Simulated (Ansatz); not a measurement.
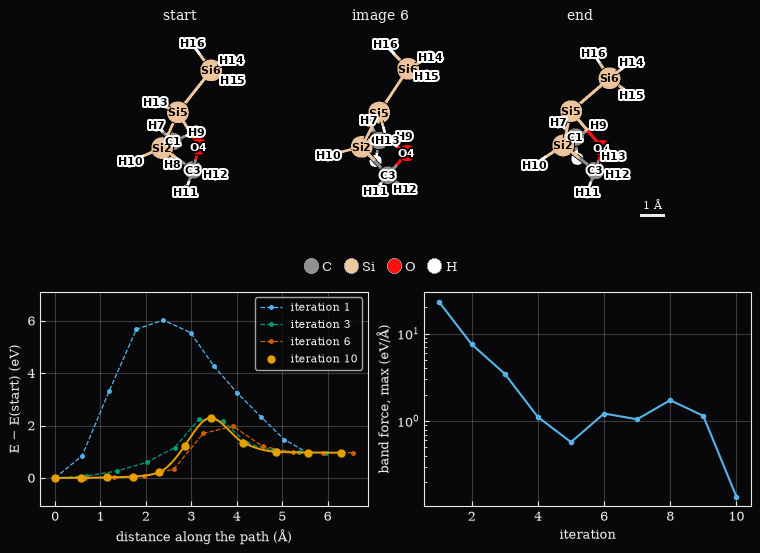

NEB run on C2H10OSi3. Images are numbered from 0 (start) to 10 (end). The plot follows the band through its iterations. Style: ball-and-stick. Shown from a free direction.

These are results of RKS r2SCAN-D4/6-31G in Ansatz 0.2.0, not measurements. Run with 9 movable images; climbing image; force threshold 0.5 eV/Å; iteration limit 14; starting path through a guess of the saddle point.

> Did the band converge, and can the barrier be trusted?

The run met only a loose threshold, so the barrier can't be trusted yet. The band converged in 10 iterations. The largest component of the band force went from 23 to 0.14 eV/Å. The climbing image converged on the top of the path. Its curvatures weren't checked. The force threshold is so loose that the height of the top is at best an upper bound. The first iteration put the highest image at 6.02 eV. The energy climbs by 2.29 eV to image 6 and then falls by 1.33 eV, so the end point sits at +0.96 eV.

Limits of the set-up: the basis has no polarisation functions, which atoms past neon need.
